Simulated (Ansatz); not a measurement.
**BSiNH (doublet): wB97M-V, B2PLYP, RPA-PBE over vertical spin and charge gaps and displaced geometries, cc-pVDZ**

How well do these functionals follow the top wave-function level for BSiNH (doublet) over vertical spin and charge gaps and displaced geometries?

Method: cc-pVDZ, all electrons in the functionals, frozen cores in the correlation of double hybrids and RPA; program: Ansatz 0.2.0, Gaussian basis.

The runs, in order: wB97M-V, B2PLYP, RPA-PBE, at charge 0, doublet; charge 0, quartet; charge 1, singlet; charge 1, triplet; displaced geometry v1; displaced geometry v2.

20 further runs of the same task are left out: 9 that didn't finish, 11 set aside as unsound or not needed.

### 1 What is computed

The geometry is a PBE0/def2-TZVP stationary point (not a proven minimum).

4 atoms, charge 0, spin multiplicity 2.

Atoms are counted from 1 here; the program's logs count them from 0.

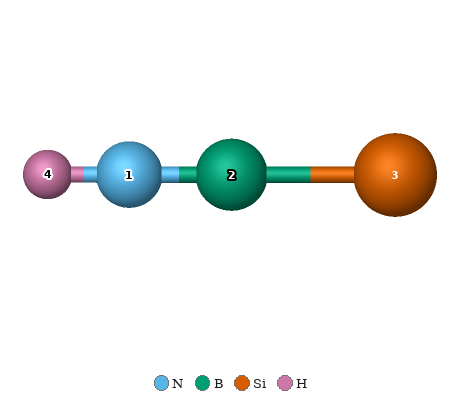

The geometry (nitrogen blue, boron teal, silicon orange, hydrogen pink); atoms are numbered from 1 in the order of the file.

Coordinates:

```xyz
4

N     0.00000    0.00000    0.87230
B     0.00000    0.00000   -0.37340
Si    0.00000    0.00000   -2.36420
H     0.00000    0.00000    1.86530
```

No dispersion term is added; wB97M-V holds VV10 nonlocal correlation.

The geometry shown and the zero of energy belong to the point charge 0, doublet. The yardstick, UCCSDT(Q), and other wave-function levels (R restricted, U unrestricted, valence and pair active spaces) come from earlier runs.

### 2 wB97M-V, charge 0, doublet

in.yaml

```yaml
crystal:
  periodic: [false, false, false]
  atoms:
    - {symbol: N, position_ang: [0.000000, 0.000000, 0.872300]}
    - {symbol: B, position_ang: [0.000000, 0.000000, -0.373400]}
    - {symbol: Si, position_ang: [0.000000, 0.000000, -2.364200]}
    - {symbol: H, position_ang: [0.000000, 0.000000, 1.865300]}
basis:
  gaussian: {orbitals: cc-pVDZ}
magnetization: {spin_polarized: true, initial_magnetization: 1}
hamiltonian: {xc: {name: wB97M-V}}
output: {forces: true, orbitals: {seedname: orbitals}}
```

On the command line:

```bash
$ ansatz run in.yaml --threads 1 --pin off --events-out ev --progress --plain --max-ram 2393MiB
```

Standard output, shortened:

```text
Functional definition: wB97M-V
  name "wB97M-V"
  cite "Mardirossian & Head-Gordon, J. Chem. Phys. 144, 214110 (2016) doi:10.1063/1.4952647"
  cite "Becke, J. Chem. Phys. 107, 8554 (1997) doi:10.1063/1.475007"
  cite "Vydrov & Van Voorhis, J. Chem. Phys. 133, 244103 (2010) doi:10.1063/1.3521275"
  # Of w^i u^j: cxij and so on, Table III.
[...]
  gx(w, u) = 1 - cx + cx01*u + cx10*w
  gss(w, u) = css00 + css04*u^4 + css10*w + css20*w^2 + css43*w^4*u^3
  gos(w, u) = cos00 + cos10*w + (cos20 + cos21*u)*w^2 + (cos60 + cos61*u)*w^6
[...]
      + integral(e_c_pw_mod_opposite_spin*gos(b97_w_opposite, b97_u_opposite)) + vv10(b, c)
498 factors; integrals over basis functions are off by at most 1.2e-3 eV
159 factors; integrals over basis functions are off by at most 1.8e-5 eV
[...]
mean field -10056.56593197 eV, -369.5719814148 hartree, gradient 4.5e-5 eV, S^2 0.752555; 0 other end points of the search recorded, 0 dependent functions left out
[...]
reference -10056.56596436 eV, -369.5719826051 hartree; 14, 13 occupied and 37, 38 virtual orbitals, 498 factors
Total energy: -10056.56596436 eV, -369.5719826051 hartree
Atom 0 at     0.000000     0.000000     0.872300 Å, force    -0.000000     0.000000     0.071451 eV/Å
Atom 1 at     0.000000     0.000000    -0.373400 Å, force    -0.000000    -0.000000    -0.227162 eV/Å
Atom 2 at     0.000000     0.000000    -2.364200 Å, force     0.000000     0.000000    -0.189790 eV/Å
Atom 3 at     0.000000     0.000000     1.865300 Å, force     0.000000     0.000000     0.345501 eV/Å
Dipole moment:    -0.000000     0.000000     0.105691 e Å
```

Wall time 16 s (1 thread of Intel Xeon at 2.50GHz, shared host).

From the report: ⟨S²⟩ of the determinant 0.753 (pure doublet: 0.75).

### 3 wB97M-V, charge 0, quartet

in.yaml, as its differences from that of step 2:

```diff
@@ -9,4 +9,4 @@
   gaussian: {orbitals: cc-pVDZ}
-magnetization: {spin_polarized: true, initial_magnetization: 1}
+magnetization: {spin_polarized: true, initial_magnetization: 3}
 hamiltonian: {xc: {name: wB97M-V}}
-output: {forces: true, orbitals: {seedname: orbitals}}
+output: {orbitals: {seedname: orbitals}}
```

The command is unchanged.

Standard output, shortened:

```text
Functional definition: wB97M-V
  name "wB97M-V"
  cite "Mardirossian & Head-Gordon, J. Chem. Phys. 144, 214110 (2016) doi:10.1063/1.4952647"
  cite "Becke, J. Chem. Phys. 107, 8554 (1997) doi:10.1063/1.475007"
  cite "Vydrov & Van Voorhis, J. Chem. Phys. 133, 244103 (2010) doi:10.1063/1.3521275"
  # Of w^i u^j: cxij and so on, Table III.
[...]
  gx(w, u) = 1 - cx + cx01*u + cx10*w
  gss(w, u) = css00 + css04*u^4 + css10*w + css20*w^2 + css43*w^4*u^3
  gos(w, u) = cos00 + cos10*w + (cos20 + cos21*u)*w^2 + (cos60 + cos61*u)*w^6
[...]
      + integral(e_c_pw_mod_opposite_spin*gos(b97_w_opposite, b97_u_opposite)) + vv10(b, c)
498 factors; integrals over basis functions are off by at most 1.2e-3 eV
159 factors; integrals over basis functions are off by at most 1.8e-5 eV
[...]
mean field -10054.87830097 eV, -369.5099621194 hartree, gradient 5.7e-5 eV, S^2 3.751404; 0 other end points of the search recorded, 0 dependent functions left out
reference -10054.87833218 eV, -369.5099632663 hartree; 15, 12 occupied and 36, 39 virtual orbitals, 498 factors
Total energy: -10054.87833218 eV, -369.5099632663 hartree
```

It took 12 s on 1 thread of Intel Xeon at 2.50GHz, shared host.

From the report: ⟨S²⟩ of the determinant 3.751 (pure quartet: 3.75).

From charge 0, doublet: +1.688 eV.

### 4 wB97M-V, charge 1, singlet

in.yaml, as its differences from that of step 3:

```diff
@@ -9,3 +9,4 @@
   gaussian: {orbitals: cc-pVDZ}
-magnetization: {spin_polarized: true, initial_magnetization: 3}
+total_charge: 1
+magnetization: {spin_polarized: true, initial_magnetization: 0}
 hamiltonian: {xc: {name: wB97M-V}}
```

Launched as before.

Standard output, shortened:

```text
Functional definition: wB97M-V
  name "wB97M-V"
  cite "Mardirossian & Head-Gordon, J. Chem. Phys. 144, 214110 (2016) doi:10.1063/1.4952647"
  cite "Becke, J. Chem. Phys. 107, 8554 (1997) doi:10.1063/1.475007"
  cite "Vydrov & Van Voorhis, J. Chem. Phys. 133, 244103 (2010) doi:10.1063/1.3521275"
  # Of w^i u^j: cxij and so on, Table III.
[...]
  gx(w, u) = 1 - cx + cx01*u + cx10*w
  gss(w, u) = css00 + css04*u^4 + css10*w + css20*w^2 + css43*w^4*u^3
  gos(w, u) = cos00 + cos10*w + (cos20 + cos21*u)*w^2 + (cos60 + cos61*u)*w^6
[...]
      + integral(e_c_pw_mod_opposite_spin*gos(b97_w_opposite, b97_u_opposite)) + vv10(b, c)
498 factors; integrals over basis functions are off by at most 1.2e-3 eV
159 factors; integrals over basis functions are off by at most 1.8e-5 eV
[...]
mean field -10048.92370663 eV, -369.2911348135 hartree, gradient 2.5e-6 eV, S^2 0.000000; 0 other end points of the search recorded, 0 dependent functions left out
reference -10048.92374131 eV, -369.2911360878 hartree; 13, 13 occupied and 38, 38 virtual orbitals, 498 factors
Total energy: -10048.92374131 eV, -369.2911360878 hartree
```

Run time: 11 s. Hardware: 1 thread of Intel Xeon at 2.50GHz, shared host.

From the report: ⟨S²⟩ of the determinant 0.000 (pure singlet: 0.00).

From charge 0, doublet: +7.642 eV.

### 5 wB97M-V, charge 1, triplet

in.yaml, as its differences from that of step 4:

```diff
@@ -10,3 +10,3 @@
 total_charge: 1
-magnetization: {spin_polarized: true, initial_magnetization: 0}
+magnetization: {spin_polarized: true, initial_magnetization: 2}
 hamiltonian: {xc: {name: wB97M-V}}
```

Launched as before.

Standard output, shortened:

```text
Functional definition: wB97M-V
  name "wB97M-V"
  cite "Mardirossian & Head-Gordon, J. Chem. Phys. 144, 214110 (2016) doi:10.1063/1.4952647"
  cite "Becke, J. Chem. Phys. 107, 8554 (1997) doi:10.1063/1.475007"
  cite "Vydrov & Van Voorhis, J. Chem. Phys. 133, 244103 (2010) doi:10.1063/1.3521275"
  # Of w^i u^j: cxij and so on, Table III.
[...]
  gx(w, u) = 1 - cx + cx01*u + cx10*w
  gss(w, u) = css00 + css04*u^4 + css10*w + css20*w^2 + css43*w^4*u^3
  gos(w, u) = cos00 + cos10*w + (cos20 + cos21*u)*w^2 + (cos60 + cos61*u)*w^6
[...]
      + integral(e_c_pw_mod_opposite_spin*gos(b97_w_opposite, b97_u_opposite)) + vv10(b, c)
498 factors; integrals over basis functions are off by at most 1.2e-3 eV
159 factors; integrals over basis functions are off by at most 1.8e-5 eV
[...]
mean field -10046.74616158 eV, -369.2111115089 hartree, gradient 7.8e-5 eV, S^2 2.007601; 1 other end points of the search recorded, 0 dependent functions left out
reference -10046.74619466 eV, -369.2111127245 hartree; 14, 12 occupied and 37, 39 virtual orbitals, 498 factors
Total energy: -10046.74619466 eV, -369.2111127245 hartree
```

Wall time 13 s (1 thread of Intel Xeon at 2.50GHz, shared host).

From the report: ⟨S²⟩ of the determinant 2.008 (pure triplet: 2.00).

From charge 0, doublet: +9.820 eV.

### 6 wB97M-V, displaced geometry v1

in.yaml

```yaml
crystal:
  periodic: [false, false, false]
  atoms:
    - {symbol: N, position_ang: [0.002337, -0.001845, 0.894521]}
    - {symbol: B, position_ang: [0.001504, -0.017987, -0.362332]}
    - {symbol: Si, position_ang: [0.049468, 0.041323, -2.395745]}
    - {symbol: H, position_ang: [-0.053309, -0.021491, 1.863557]}
basis:
  gaussian: {orbitals: cc-pVDZ}
magnetization: {spin_polarized: true, initial_magnetization: 1}
hamiltonian: {xc: {name: wB97M-V}}
output: {forces: true, orbitals: {seedname: orbitals}}
```

Same command.

Standard output, shortened:

```text
Functional definition: wB97M-V
  name "wB97M-V"
  cite "Mardirossian & Head-Gordon, J. Chem. Phys. 144, 214110 (2016) doi:10.1063/1.4952647"
  cite "Becke, J. Chem. Phys. 107, 8554 (1997) doi:10.1063/1.475007"
  cite "Vydrov & Van Voorhis, J. Chem. Phys. 133, 244103 (2010) doi:10.1063/1.3521275"
  # Of w^i u^j: cxij and so on, Table III.
[...]
  gx(w, u) = 1 - cx + cx01*u + cx10*w
  gss(w, u) = css00 + css04*u^4 + css10*w + css20*w^2 + css43*w^4*u^3
  gos(w, u) = cos00 + cos10*w + (cos20 + cos21*u)*w^2 + (cos60 + cos61*u)*w^6
[...]
      + integral(e_c_pw_mod_opposite_spin*gos(b97_w_opposite, b97_u_opposite)) + vv10(b, c)
498 factors; integrals over basis functions are off by at most 1.2e-3 eV
159 factors; integrals over basis functions are off by at most 1.8e-5 eV
[...]
mean field -10056.53774925 eV, -369.5709457188 hartree, gradient 1.5e-10 eV, S^2 0.752456; 2 other end points of the search recorded, 0 dependent functions left out
[...]
reference -10056.53778174 eV, -369.5709469127 hartree; 14, 13 occupied and 37, 38 virtual orbitals, 498 factors
Total energy: -10056.53778174 eV, -369.5709469127 hartree
Atom 0 at     0.002337    -0.001845     0.894521 Å, force     0.041743    -0.022568    -2.166581 eV/Å
Atom 1 at     0.001504    -0.017987    -0.362332 Å, force     0.050668     0.071657     0.190484 eV/Å
Atom 2 at     0.049468     0.041323    -2.395745 Å, force    -0.018886    -0.027833     0.363201 eV/Å
Atom 3 at    -0.053309    -0.021491     1.863557 Å, force    -0.073525    -0.021256     1.612896 eV/Å
Dipole moment:    -0.015696    -0.007228     0.053528 e Å
```

It took 82 s on 1 thread of Intel Xeon at 2.50GHz, shared host.

From the report: ⟨S²⟩ of the determinant 0.752 (pure doublet: 0.75).

From charge 0, doublet: +0.028 eV.

### 7 wB97M-V, displaced geometry v2

in.yaml

```yaml
crystal:
  periodic: [false, false, false]
  atoms:
    - {symbol: N, position_ang: [0.064568, 0.023749, 0.863141]}
    - {symbol: B, position_ang: [-0.100306, 0.032123, -0.370965]}
    - {symbol: Si, position_ang: [-0.023685, -0.000301, -2.369945]}
    - {symbol: H, position_ang: [0.059423, -0.055571, 1.877769]}
basis:
  gaussian: {orbitals: cc-pVDZ}
magnetization: {spin_polarized: true, initial_magnetization: 1}
hamiltonian: {xc: {name: wB97M-V}}
output: {forces: true, orbitals: {seedname: orbitals}}
```

The command is unchanged.

Standard output, shortened:

```text
Functional definition: wB97M-V
  name "wB97M-V"
  cite "Mardirossian & Head-Gordon, J. Chem. Phys. 144, 214110 (2016) doi:10.1063/1.4952647"
  cite "Becke, J. Chem. Phys. 107, 8554 (1997) doi:10.1063/1.475007"
  cite "Vydrov & Van Voorhis, J. Chem. Phys. 133, 244103 (2010) doi:10.1063/1.3521275"
  # Of w^i u^j: cxij and so on, Table III.
[...]
  gx(w, u) = 1 - cx + cx01*u + cx10*w
  gss(w, u) = css00 + css04*u^4 + css10*w + css20*w^2 + css43*w^4*u^3
  gos(w, u) = cos00 + cos10*w + (cos20 + cos21*u)*w^2 + (cos60 + cos61*u)*w^6
[...]
      + integral(e_c_pw_mod_opposite_spin*gos(b97_w_opposite, b97_u_opposite)) + vv10(b, c)
498 factors; integrals over basis functions are off by at most 1.2e-3 eV
159 factors; integrals over basis functions are off by at most 1.8e-5 eV
[...]
mean field -10056.54360572 eV, -369.5711609401 hartree, gradient 5.4e-9 eV, S^2 0.752523; 2 other end points of the search recorded, 0 dependent functions left out
[...]
reference -10056.54363811 eV, -369.5711621303 hartree; 14, 13 occupied and 37, 38 virtual orbitals, 498 factors
Total energy: -10056.54363811 eV, -369.5711621303 hartree
Atom 0 at     0.064568     0.023749     0.863141 Å, force    -0.133431    -0.084715     1.435812 eV/Å
Atom 1 at    -0.100306     0.032123    -0.370965 Å, force     0.150932     0.003500    -0.539616 eV/Å
Atom 2 at    -0.023685    -0.000301    -2.369945 Å, force    -0.071114     0.003410    -0.053747 eV/Å
Atom 3 at     0.059423    -0.055571     1.877769 Å, force     0.053613     0.077804    -0.842448 eV/Å
Dipole moment:    -0.025720    -0.021858     0.106725 e Å
```

Run time: 48 s. Hardware: 1 thread of Intel Xeon at 2.50GHz, shared host.

From the report: ⟨S²⟩ of the determinant 0.753 (pure doublet: 0.75).

From charge 0, doublet: +0.022 eV.

### 8 B2PLYP, charge 0, doublet

in.yaml

```yaml
crystal:
  periodic: [false, false, false]
  atoms:
    - {symbol: N, position_ang: [0.000000, 0.000000, 0.872300]}
    - {symbol: B, position_ang: [0.000000, 0.000000, -0.373400]}
    - {symbol: Si, position_ang: [0.000000, 0.000000, -2.364200]}
    - {symbol: H, position_ang: [0.000000, 0.000000, 1.865300]}
basis:
  gaussian: {orbitals: cc-pVDZ}
magnetization: {spin_polarized: true, initial_magnetization: 1}
hamiltonian: {xc: {name: B2PLYP}}
correlation: {electrons: outside_noble_gas}
```

Launched as before.

Standard output, shortened:

```text
Functional definition: B2PLYP
  name "B2PLYP"
  cite "Grimme, J. Chem. Phys. 124, 034108 (2006) doi:10.1063/1.2148954"
  cite "Becke, Phys. Rev. A 38, 3098 (1988) doi:10.1103/PhysRevA.38.3098"
  cite "Lee, Yang & Parr, Phys. Rev. B 37, 785 (1988) doi:10.1103/PhysRevB.37.785"
[...]
498 factors; integrals over basis functions are off by at most 1.2e-3 eV
[...]
mean field -10049.44529487 eV, -369.3103028278 hartree, gradient 5.4e-6 eV, S^2 0.759053; 4 other end points of the search recorded, 0 dependent functions left out
7 core orbitals not correlated: weight in the atoms' cores, before any rotation towards them, 1.000 or more for the frozen orbitals, at most 0.000 for the correlated occupied ones
reference -10049.44541793 eV, -369.3103073500 hartree; 7, 6 occupied and 37, 38 virtual orbitals, 498 factors
second order -10.44616029 eV of doubles, -0.00000000 eV of singles
Total energy: -10052.26588120 eV, -369.4139574637 hartree
```

Run time: 12 s. Hardware: 1 thread of Intel Xeon at 2.50GHz, shared host.

From the report: ⟨S²⟩ of the determinant 0.759 (pure doublet: 0.75).

### 9 B2PLYP, charge 0, quartet

in.yaml, as its differences from that of step 8:

```diff
@@ -9,3 +9,3 @@
   gaussian: {orbitals: cc-pVDZ}
-magnetization: {spin_polarized: true, initial_magnetization: 1}
+magnetization: {spin_polarized: true, initial_magnetization: 3}
 hamiltonian: {xc: {name: B2PLYP}}
```

Launched as before.

Standard output, shortened:

```text
Functional definition: B2PLYP
  name "B2PLYP"
  cite "Grimme, J. Chem. Phys. 124, 034108 (2006) doi:10.1063/1.2148954"
  cite "Becke, Phys. Rev. A 38, 3098 (1988) doi:10.1103/PhysRevA.38.3098"
  cite "Lee, Yang & Parr, Phys. Rev. B 37, 785 (1988) doi:10.1103/PhysRevB.37.785"
[...]
498 factors; integrals over basis functions are off by at most 1.2e-3 eV
[...]
mean field -10048.03014552 eV, -369.2582970484 hartree, gradient 6.4e-6 eV, S^2 3.753166; 2 other end points of the search recorded, 0 dependent functions left out
7 core orbitals not correlated: weight in the atoms' cores, before any rotation towards them, 1.000 or more for the frozen orbitals, at most 0.000 for the correlated occupied ones
reference -10048.03026265 eV, -369.2583013529 hartree; 8, 5 occupied and 36, 39 virtual orbitals, 498 factors
second order -9.99190592 eV of doubles, -0.00000000 eV of singles
Total energy: -10050.72807725 eV, -369.3574442107 hartree
```

Run time: 8.5 s. Hardware: 1 thread of Intel Xeon at 2.50GHz, shared host.

From the report: ⟨S²⟩ of the determinant 3.753 (pure quartet: 3.75).

From charge 0, doublet: +1.538 eV.

### 10 B2PLYP, charge 1, singlet

in.yaml, as its differences from that of step 9:

```diff
@@ -9,3 +9,4 @@
   gaussian: {orbitals: cc-pVDZ}
-magnetization: {spin_polarized: true, initial_magnetization: 3}
+total_charge: 1
+magnetization: {spin_polarized: true, initial_magnetization: 0}
 hamiltonian: {xc: {name: B2PLYP}}
```

The command is unchanged.

Standard output, shortened:

```text
Functional definition: B2PLYP
  name "B2PLYP"
  cite "Grimme, J. Chem. Phys. 124, 034108 (2006) doi:10.1063/1.2148954"
  cite "Becke, Phys. Rev. A 38, 3098 (1988) doi:10.1103/PhysRevA.38.3098"
  cite "Lee, Yang & Parr, Phys. Rev. B 37, 785 (1988) doi:10.1103/PhysRevB.37.785"
[...]
498 factors; integrals over basis functions are off by at most 1.2e-3 eV
[...]
mean field -10041.75508356 eV, -369.0276927749 hartree, gradient 4.4e-6 eV, S^2 0.000000; 6 other end points of the search recorded, 0 dependent functions left out
7 core orbitals not correlated: weight in the atoms' cores, before any rotation towards them, 1.000 or more for the frozen orbitals, at most 0.000 for the correlated occupied ones
reference -10041.75520816 eV, -369.0276973537 hartree; 6, 6 occupied and 38, 38 virtual orbitals, 498 factors
second order -10.81971847 eV of doubles, -0.00000000 eV of singles
Total energy: -10044.67653215 eV, -369.1350540301 hartree
```

Run time: 12 s. Hardware: 1 thread of Intel Xeon at 2.50GHz, shared host.

From the report: ⟨S²⟩ of the determinant 0.000 (pure singlet: 0.00).

From charge 0, doublet: +7.589 eV.

### 11 B2PLYP, charge 1, triplet

in.yaml, as its differences from that of step 10:

```diff
@@ -10,3 +10,3 @@
 total_charge: 1
-magnetization: {spin_polarized: true, initial_magnetization: 0}
+magnetization: {spin_polarized: true, initial_magnetization: 2}
 hamiltonian: {xc: {name: B2PLYP}}
```

Same command.

Standard output, shortened:

```text
Functional definition: B2PLYP
  name "B2PLYP"
  cite "Grimme, J. Chem. Phys. 124, 034108 (2006) doi:10.1063/1.2148954"
  cite "Becke, Phys. Rev. A 38, 3098 (1988) doi:10.1103/PhysRevA.38.3098"
  cite "Lee, Yang & Parr, Phys. Rev. B 37, 785 (1988) doi:10.1103/PhysRevB.37.785"
[...]
498 factors; integrals over basis functions are off by at most 1.2e-3 eV
[...]
mean field -10039.95269215 eV, -368.9614561122 hartree, gradient 4.8e-6 eV, S^2 2.025605; 2 other end points of the search recorded, 0 dependent functions left out
7 core orbitals not correlated: weight in the atoms' cores, before any rotation towards them, 1.000 or more for the frozen orbitals, at most 0.000 for the correlated occupied ones
reference -10039.95281627 eV, -368.9614606735 hartree; 7, 5 occupied and 37, 39 virtual orbitals, 498 factors
second order -10.05514704 eV of doubles, -0.00000000 eV of singles
Total energy: -10042.66770597 eV, -369.0612310298 hartree
```

Wall time 7.5 s (1 thread of Intel Xeon at 2.50GHz, shared host).

From the report: ⟨S²⟩ of the determinant 2.026 (pure triplet: 2.00).

From charge 0, doublet: +9.598 eV.

### 12 B2PLYP, displaced geometry v1

in.yaml

```yaml
crystal:
  periodic: [false, false, false]
  atoms:
    - {symbol: N, position_ang: [0.002337, -0.001845, 0.894521]}
    - {symbol: B, position_ang: [0.001504, -0.017987, -0.362332]}
    - {symbol: Si, position_ang: [0.049468, 0.041323, -2.395745]}
    - {symbol: H, position_ang: [-0.053309, -0.021491, 1.863557]}
basis:
  gaussian: {orbitals: cc-pVDZ}
magnetization: {spin_polarized: true, initial_magnetization: 1}
hamiltonian: {xc: {name: B2PLYP}}
correlation: {electrons: outside_noble_gas}
```

The command is unchanged.

Standard output, shortened:

```text
Functional definition: B2PLYP
  name "B2PLYP"
  cite "Grimme, J. Chem. Phys. 124, 034108 (2006) doi:10.1063/1.2148954"
  cite "Becke, Phys. Rev. A 38, 3098 (1988) doi:10.1103/PhysRevA.38.3098"
  cite "Lee, Yang & Parr, Phys. Rev. B 37, 785 (1988) doi:10.1103/PhysRevB.37.785"
[...]
498 factors; integrals over basis functions are off by at most 1.2e-3 eV
[...]
mean field -10049.42311468 eV, -369.3094877209 hartree, gradient 7.3e-10 eV, S^2 0.758938; 6 other end points of the search recorded, 0 dependent functions left out
7 core orbitals not correlated: weight in the atoms' cores, before any rotation towards them, 1.000 or more for the frozen orbitals, at most 0.000 for the correlated occupied ones
reference -10049.42323637 eV, -369.3094921930 hartree; 7, 6 occupied and 37, 38 virtual orbitals, 498 factors
second order -10.45327353 eV of doubles, -0.00000000 eV of singles
Total energy: -10052.24562023 eV, -369.4132128865 hartree
```

Run time: 47 s. Hardware: 1 thread of Intel Xeon at 2.50GHz, shared host.

From the report: ⟨S²⟩ of the determinant 0.759 (pure doublet: 0.75).

From charge 0, doublet: +0.020 eV.

[end of part 1 of 2]
